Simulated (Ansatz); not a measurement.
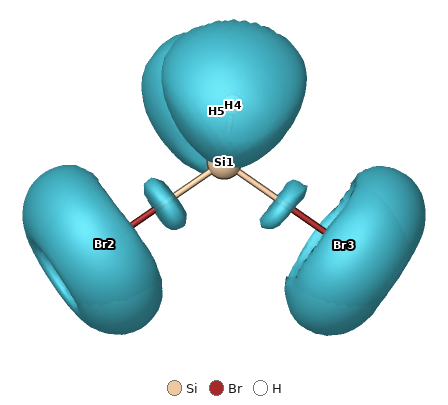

Br2H2Si (SiBr2H2). Isosurface of the electron localisation function at 0.8 (cyan), seen across its widest extent. Core shells and regions of very low density are left out.

Geometry: PBE-D4/def2-TZVP.

The calculation used RKS PBE0-D4/def2-TZVP (Ansatz).

| atom | x (Å) | y (Å) | z (Å) |
| --- | --- | --- | --- |
| Si | -0.1426 | 0.0005 | -0.0998 |
| Br | -0.1618 | -0.0221 | 2.1245 |
| Br | 1.9412 | 0.0153 | -0.8782 |
| H | -0.8224 | 1.2396 | -0.5607 |
| H | -0.8144 | -1.2333 | -0.5858 |

What do the ELF domains correspond to?

Answer. The ELF exceeds this value in two regions between bonded Br–Si atoms (shared pairs), two regions around hydrogen nuclei and two rings or bowls of non-bonding electrons around Br. Profiles from the grid: Si–Br (2.22 Å): the ELF peaks at about 0.85 between the atoms; a shared but strongly polarised pair. Si–H (1.49 Å): the ELF climbs to about 1 towards the hydrogen, as it does in any bond to H.
